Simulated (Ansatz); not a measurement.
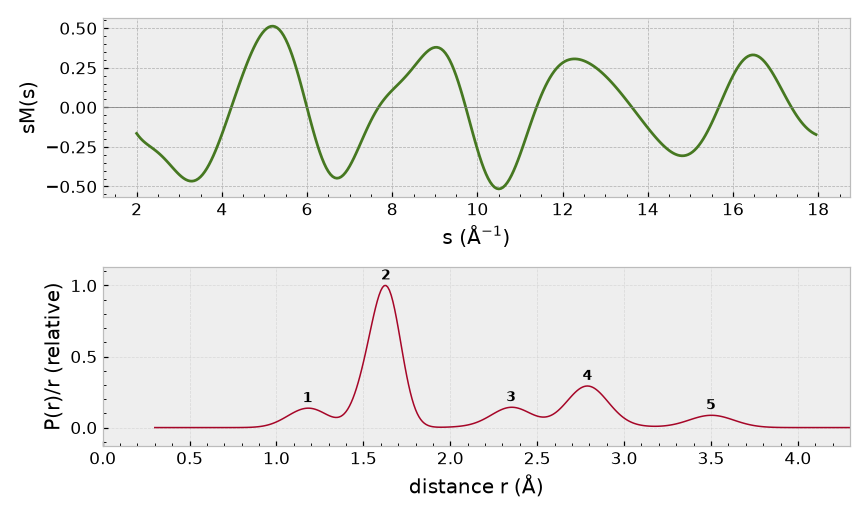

Simulated gas electron diffraction: reduced molecular intensity sM(s) from the Debye equation in the first Born approximation (top) and the radial distribution curve (bottom) of CH3BCl (charge +1, ignored in the scattering factors). Each pair of atoms contributes with weight ZᵢZⱼ/r; damping constant 0.002 Å²; vibrational amplitudes assumed, not computed: 0.05 Å for bonds, 0.078 Å for bonds to H, 0.06 + 0.015 r up to 0.15 Å for other pairs. The geometry is the end point of an optimisation (RKS PBE-D4/def2-SVP (Ansatz)); it may be a saddle point or a higher isomer.

**Which pairs of atoms lie under the numbered peaks? Mark bonded pairs by – and others by ···.**

Peak 1, 1.18 Å: C–H 1.12 Å, B–H 1.22 Å (×2), not resolved
Peak 2, 1.63 Å: C–B 1.53 Å, Cl–C 1.64 Å, not resolved
Peak 3, 2.35 Å: B···H 2.31 Å, Cl···H 2.35 Å, C···H 2.38 Å (×2), not resolved
Peak 4, 2.79 Å: Cl···B 2.79 Å
Peak 5, 3.50 Å: Cl···H 3.50 Å (×2)
